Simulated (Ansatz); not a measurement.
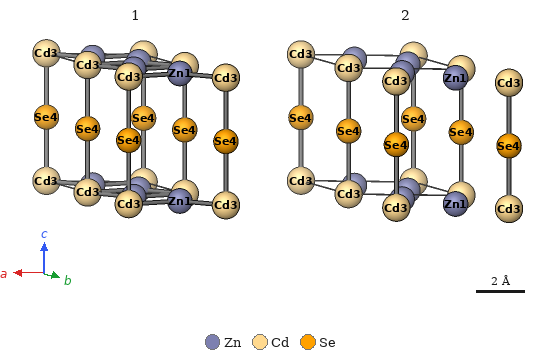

Two geometries of crystalline Zn$_{2}$CdSe (a generated structure, set up in P6/mmm) (coarse preliminary run), drawn at one scale. One is the start of a relaxation, the other its converged end. Style: ball-and-stick. Shown: the cell of the calculation, repeated 1 × 2 × 1 with one cell outlined, from a free direction.

These are results of DFT PBE, scalar-relativistic, plane waves, PAW (Ansatz 0.2.0), not measurements. (plane-wave cutoff 420 eV; k-point mesh 6 × 6 × 4; occupations gaussian; smearing width 0.1 eV; no spin polarisation; cell and atoms relaxed; force threshold 0.04 eV/Å; at most 70 steps)

Q: Which geometry has the lower energy?

A: Structure 2 is the relaxed one. After 7 accepted moves (9 points after the start) the energy has fallen by 566 meV per atom. All forces vanish by symmetry, so only the cell relaxes. The pressure goes from 27.92 to 0.03 GPa. The SCF was repeated twice at an unchanged geometry on a basis and grid sized afresh for the cell, which shifted the energy by 9.1 meV per atom at most. The atoms keep their places relative to the cell (all moves are under 0.005 Å). The drawn cell changes as follows: a = b 4.084 → 4.737 Å (+16.0 %), c 5.385 → 5.330 Å (−1.0 %); the volume changes by +33.2 %. Near-neighbour distances that change, for instance: Cd–Zn 2.358 → 2.735 Å, Zn–Zn 2.358 → 2.735 Å, Cd–Se 2.693 → 2.665 Å. The space group stays P6/mmm (No. 191). Cost: 47 s on 1 thread of Arm Neoverse V1, on a shared host, peak memory 0.41 GiB.

Limits of the set-up: layers or molecules are held without a dispersion correction, so their spacing is unreliable.
